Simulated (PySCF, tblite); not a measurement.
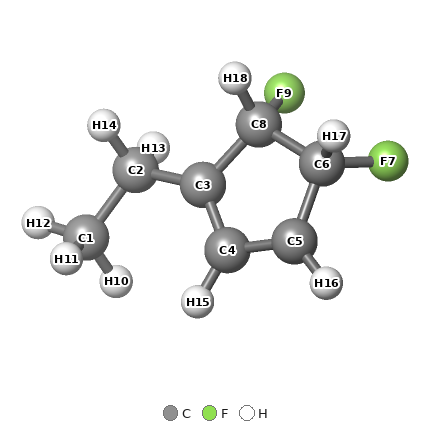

First-order isotropic EPR spectrum (fast tumbling, first derivative) of C₇H₉F₂, SMILES CCC1=C[CH][C@@H](F)[C@H]1F, doublet at 9.50 GHz, Lorentzian lines of 0.07 mT full width at half height, from computed g and hyperfine couplings (B3LYP/pcH-1 with PySCF 2.14.0, at a GFN2-xTB geometry (a minimum by its frequencies), gas phase); values of one conformer, averaged over methyl-type rotors alone; other conformers aren't averaged in; no vibrational averaging; dilute isotopes left out. The SMILES is one Lewis form and needn't show where the spin sits.

> Give g and the hyperfine couplings.

g_iso = 2.0025, which centres the spectrum at 339.0 mT; it spans 16.5 mT.

```csv
nuclei,isotope,a (mT),a (MHz)
F7,¹⁹F,4.37,122.6
F9,¹⁹F,2.82,79.0
H14,¹H,2.48,69.6
H13,¹H,2.48,69.4
H16,¹H,−1.52,−42.5
H18,¹H,1.20,33.6
H17,¹H,1.19,33.2
H15,¹H,0.36,10.2
"H10, H11, H12",¹H,−0.04,−1.1
```

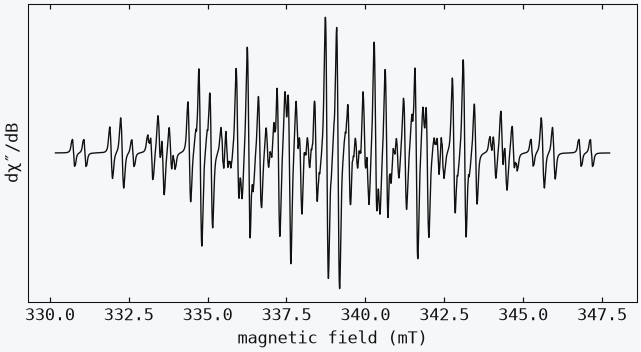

Note: the tight-binding geometry is rougher than a DFT one and adds to the error.
